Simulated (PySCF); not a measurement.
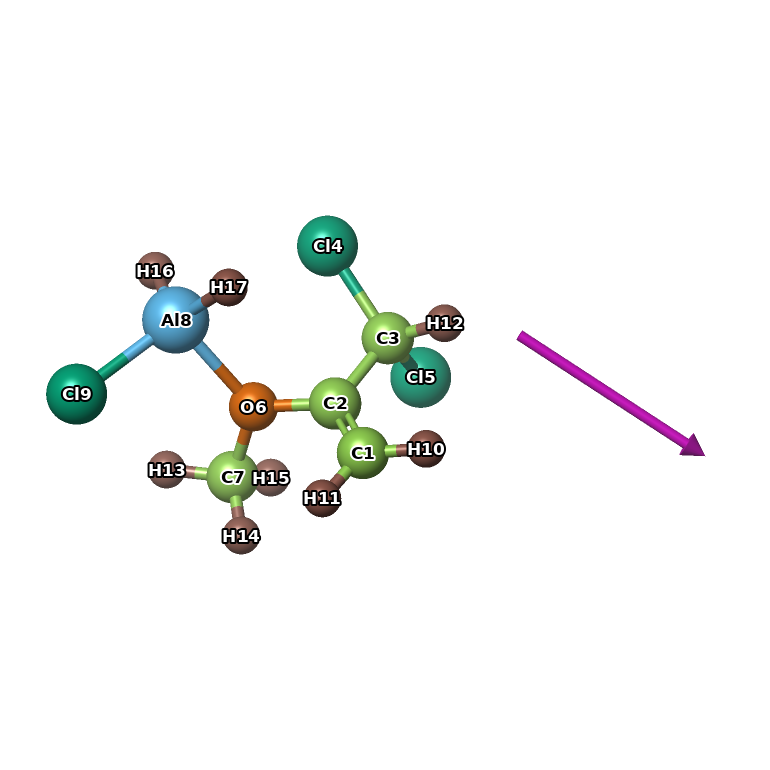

The arrow beside the molecule shows the direction of the dipole moment, from the negative to the positive end (its length means nothing). The geometry was computed by an optimisation with GFN2-xTB. No frequency run is at hand to confirm it as a minimum. Method: PBE0/pcSseg-1, gas phase (PySCF 2.14.0).

**Estimate the dipole moment.**

6.54 D; it points from the side of Cl9, H16 to the side of H10 (the outermost atoms at the two ends).

The geometry is semi-empirical. Around Al such bond lengths and angles can be off by a tenth of an ångström or more and by several degrees, and values that hang on the shape move with them.
